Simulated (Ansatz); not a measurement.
# C3H11AsSi: basis-set convergence

How large a basis does C3H11AsSi need? Two functionals are run in growing sets.

Method: one geometry, several basis sets; program: Ansatz 0.2.0, Gaussian basis.

The runs, in order: PBE0-D4/def2-SVP; ωB97M-V/def2-SVP; PBE0-D4/def2-QZVPP; ωB97M-V/def2-QZVPP; the functionals' def2-TZVPP values are taken from earlier runs.

## (1) The geometry

An earlier PBE0-D4 in a triple-zeta def2 set relaxation fixed the geometry.

SMILES `CC(C)[AsH][SiH3]`, 16 atoms, charge 0, spin multiplicity 1.

Atoms are counted from 1 here; the program's logs count them from 0.

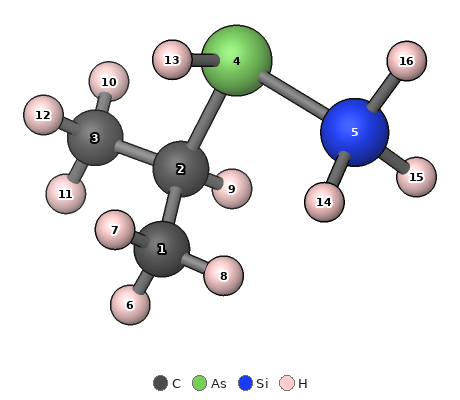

The structure; carbon dark grey, arsenic green, silicon blue, hydrogen pink; atoms are numbered from 1 in the order of the file.

## (2) PBE0-D4 in def2-SVP

Contents of in.yaml:

```yaml
crystal:
  periodic: [false, false, false]
  atoms:
    - {symbol: C, position_ang: [0.596136, -1.231030, -0.261370]}
    - {symbol: C, position_ang: [0.803375, 0.246845, 0.007099]}
    - {symbol: C, position_ang: [1.808510, 0.856957, -0.957875]}
    - {symbol: As, position_ang: [-0.855251, 1.359462, -0.049578]}
    - {symbol: Si, position_ang: [-2.266161, 0.051183, 1.319239]}
    - {symbol: H, position_ang: [1.554308, -1.761890, -0.232098]}
    - {symbol: H, position_ang: [0.158911, -1.391326, -1.250930]}
    - {symbol: H, position_ang: [-0.063312, -1.699820, 0.471380]}
    - {symbol: H, position_ang: [1.167674, 0.383331, 1.031319]}
    - {symbol: H, position_ang: [1.986115, 1.914178, -0.749724]}
    - {symbol: H, position_ang: [2.767736, 0.333140, -0.892411]}
    - {symbol: H, position_ang: [1.459727, 0.773713, -1.991615]}
    - {symbol: H, position_ang: [-1.405860, 0.757954, -1.339450]}
    - {symbol: H, position_ang: [-2.504147, -1.336347, 0.838251]}
    - {symbol: H, position_ang: [-1.652182, -0.020420, 2.673709]}
    - {symbol: H, position_ang: [-3.578481, 0.741670, 1.428456]}
basis:
  gaussian: {orbitals: def2-SVP}
hamiltonian: {xc: pbe0, dispersion: d4}
output: {orbitals: {seedname: orbitals}}
```

On the command line:

```sh
$ ansatz run in.yaml --threads 4 --pin off --events-out ev --progress --plain --max-ram 11315MiB
```

Log:

```text
Functional definition: PBE0
  name "PBE0"
  cite "Adamo & Barone, J. Chem. Phys. 110, 6158 (1999) doi:10.1063/1.478522"
  cite "Perdew, Burke & Ernzerhof, Phys. Rev. Lett. 77, 3865 (1996) doi:10.1103/PhysRevLett.77.3865"
  parent pbe
  parameter a = 0.25
  parameter kappa = 0.804
  parameter beta = 0.06672455060314922
  exchange = (1 - a)*pbe_x(kappa = kappa, mu = beta*pi^2/3) + a*exact_x
  correlation = pbe_c(beta = beta)
1721 factors; their error is unknown
mean field evaluation 1: about -71975.3314 eV, gradient 5.2e1 eV
mean field evaluation 2: about -71970.3096 eV, gradient 6.7e1 eV
mean field evaluation 4: about -71982.2578 eV, gradient 3.1e0 eV
mean field evaluation 8: about -71982.2872 eV, gradient 1.1e-1 eV
mean field evaluation 16: about -71982.4655 eV, gradient 3.0e-4 eV
mean field -71982.46547191 eV, -2645.3068146250 hartree, gradient 5.0e-5 eV, S^2 0.000000; 0 other end points of the search recorded, 0 dependent functions left out
reference -71982.46550188 eV, -2645.3068157267 hartree; 38, 38 occupied and 109, 109 virtual orbitals, 1721 factors
Total energy: -71982.80980384 eV, -2645.3194685902 hartree
```

It took 1.5 s on 4 threads of Intel Xeon 6975P-C, shared host.

## (3) ωB97M-V in def2-SVP

in.yaml: that of step 2 with these lines changed.

```diff
@@ -21,3 +21,3 @@
   gaussian: {orbitals: def2-SVP}
-hamiltonian: {xc: pbe0, dispersion: d4}
+hamiltonian: {xc: {name: wB97M-V}}
 output: {orbitals: {seedname: orbitals}}
```

The command is unchanged.

Log, cut to the lines that bear on the results:

```text
Functional definition: wB97M-V
  name "wB97M-V"
  cite "Mardirossian & Head-Gordon, J. Chem. Phys. 144, 214110 (2016) doi:10.1063/1.4952647"
  cite "Becke, J. Chem. Phys. 107, 8554 (1997) doi:10.1063/1.475007"
  cite "Vydrov & Van Voorhis, J. Chem. Phys. 133, 244103 (2010) doi:10.1063/1.3521275"
  # Of w^i u^j: cxij and so on, Table III.
[...]
  gx(w, u) = 1 - cx + cx01*u + cx10*w
  gss(w, u) = css00 + css04*u^4 + css10*w + css20*w^2 + css43*w^4*u^3
  gos(w, u) = cos00 + cos10*w + (cos20 + cos21*u)*w^2 + (cos60 + cos61*u)*w^6
[...]
      + integral(e_c_pw_mod_opposite_spin*gos(b97_w_opposite, b97_u_opposite)) + vv10(b, c)
1707 factors; their error is unknown
459 factors; integrals over basis functions are off by at most 6.8e-6 eV
[...]
mean field -71990.67636957 eV, -2645.6085595486 hartree, gradient 6.3e-6 eV, S^2 0.000000; 0 other end points of the search recorded, 0 dependent functions left out
reference -71990.67641902 eV, -2645.6085613661 hartree; 38, 38 occupied and 109, 109 virtual orbitals, 1707 factors
Total energy: -71990.67641902 eV, -2645.6085613661 hartree
```

It took 4.4 s on 4 threads of Intel Xeon 6975P-C, shared host.

## (4) PBE0-D4 in def2-QZVPP

in.yaml: that of step 3 with these lines changed.

```diff
@@ -20,4 +20,4 @@
 basis:
-  gaussian: {orbitals: def2-SVP}
-hamiltonian: {xc: {name: wB97M-V}}
+  gaussian: {orbitals: "def2-QZVPP.json"}
+hamiltonian: {xc: pbe0, dispersion: d4}
 output: {orbitals: {seedname: orbitals}}
```

The command is unchanged.

Log:

```text
Functional definition: PBE0
  name "PBE0"
  cite "Adamo & Barone, J. Chem. Phys. 110, 6158 (1999) doi:10.1063/1.478522"
  cite "Perdew, Burke & Ernzerhof, Phys. Rev. Lett. 77, 3865 (1996) doi:10.1103/PhysRevLett.77.3865"
  parent pbe
  parameter a = 0.25
  parameter kappa = 0.804
  parameter beta = 0.06672455060314922
  exchange = (1 - a)*pbe_x(kappa = kappa, mu = beta*pi^2/3) + a*exact_x
  correlation = pbe_c(beta = beta)
2156 factors; their error is unknown
mean field evaluation 1: about -71986.5542 eV, gradient 7.0e1 eV
mean field evaluation 2: about -71973.5791 eV, gradient 9.7e1 eV
mean field evaluation 4: about -71997.7984 eV, gradient 6.1e0 eV
mean field evaluation 8: about -71997.8803 eV, gradient 8.9e-2 eV
mean field evaluation 16: about -71998.0211 eV, gradient 6.8e-5 eV
mean field -71998.02112151 eV, -2645.8784742041 hartree, gradient 6.8e-5 eV, S^2 0.000000; 0 other end points of the search recorded, 0 dependent functions left out
reference -71998.02116973 eV, -2645.8784759760 hartree; 38, 38 occupied and 622, 622 virtual orbitals, 2156 factors
Total energy: -71998.36547169 eV, -2645.8911288395 hartree
```

Run time: 15 s. Hardware: 4 threads of Intel Xeon 6975P-C, shared host; peak memory 3.4 GiB.

## (5) ωB97M-V in def2-QZVPP

in.yaml: that of step 4 with these lines changed.

```diff
@@ -21,3 +21,3 @@
   gaussian: {orbitals: "def2-QZVPP.json"}
-hamiltonian: {xc: pbe0, dispersion: d4}
+hamiltonian: {xc: {name: wB97M-V}}
 output: {orbitals: {seedname: orbitals}}
```

The command is unchanged.

Log, cut to the lines that bear on the results:

```text
Functional definition: wB97M-V
  name "wB97M-V"
  cite "Mardirossian & Head-Gordon, J. Chem. Phys. 144, 214110 (2016) doi:10.1063/1.4952647"
  cite "Becke, J. Chem. Phys. 107, 8554 (1997) doi:10.1063/1.475007"
  cite "Vydrov & Van Voorhis, J. Chem. Phys. 133, 244103 (2010) doi:10.1063/1.3521275"
  # Of w^i u^j: cxij and so on, Table III.
[...]
  gx(w, u) = 1 - cx + cx01*u + cx10*w
  gss(w, u) = css00 + css04*u^4 + css10*w + css20*w^2 + css43*w^4*u^3
  gos(w, u) = cos00 + cos10*w + (cos20 + cos21*u)*w^2 + (cos60 + cos61*u)*w^6
[...]
      + integral(e_c_pw_mod_opposite_spin*gos(b97_w_opposite, b97_u_opposite)) + vv10(b, c)
2099 factors; their error is unknown
547 factors; integrals over basis functions are off by at most 7.8e-6 eV
[...]
mean field -72006.45278129 eV, -2646.1883319858 hartree, gradient 8.4e-5 eV, S^2 0.000000; 0 other end points of the search recorded, 0 dependent functions left out
reference -72006.45285850 eV, -2646.1883348232 hartree; 38, 38 occupied and 622, 622 virtual orbitals, 2099 factors
Total energy: -72006.45285850 eV, -2646.1883348232 hartree
```

Wall time 26 s (4 threads of Intel Xeon 6975P-C, shared host); peak memory 4.1 GiB.

## (6) Functionals by basis

The def2-TZVPP values come from earlier runs at the same geometry.

| functional | basis | functions | energy (eV) | from the largest (eV) | HOMO (eV) | LUMO (eV) |
| --- | --- | --- | --- | --- | --- | --- |
| PBE0-D4 | def2-SVP | 147 | -71982.8098 | 15.556 | -6.87 | 0.41 |
| PBE0-D4 | def2-TZVPP | 337 | -71996.6021 | 1.763 | -6.89 | 0.15 |
| PBE0-D4 | def2-QZVPP | 660 | -71998.3655 | 0.000 | -6.92 | 0.00 |
| ωB97M-V | def2-SVP | 147 | -71990.6764 | 15.776 | -8.94 | 2.27 |
| ωB97M-V | def2-TZVPP | 337 | -72004.7400 | 1.713 | -8.98 | 1.82 |
| ωB97M-V | def2-QZVPP | 660 | -72006.4529 | 0.000 | -9.00 | 1.42 |

## (7) What came out

| quantity | value |
| --- | --- |
| PBE0-D4: double and triple zeta above quadruple | 15.56, 1.76 eV |
| ωB97M-V: double and triple zeta above quadruple | 15.78, 1.71 eV |

**Reading.** PBE0-D4 gains 13.79 eV from double to triple zeta, then 1.76 eV more. These are total energies; as a rule much of such shifts cancels in differences, which this series doesn't test. The LUMO of ωB97M-V is positive and keeps falling with the basis (2.27 to 1.42 eV): an unbound level that the basis holds in place.

For PBE0-D4 the largest set took about 10 times as long as the smallest (15 s against 1.5 s).
